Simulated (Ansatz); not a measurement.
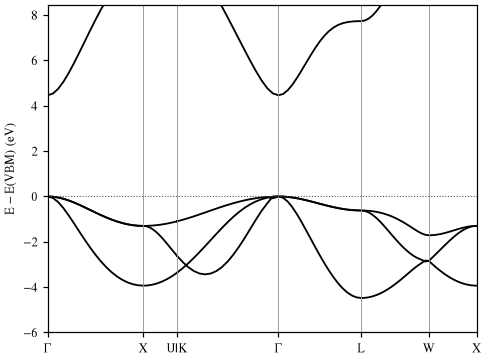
Fig. 1. Band structure from plane-wave PAW PBE (Ansatz code)

Read off the gap and where the band edges lie.

About 4.5 eV (4.46 eV by a search for the band edges); maximum at Γ, minimum at Γ.

Pick the material that matches.
A) MgS, rock salt
B) Li2S, anti-fluorite
C) MgO, rock salt

C, MgO, rock salt

Space group Fm-3m (rock salt). Symmetry was held in the PBE relaxation.

Potentials: the later of the program's two PAW sets.
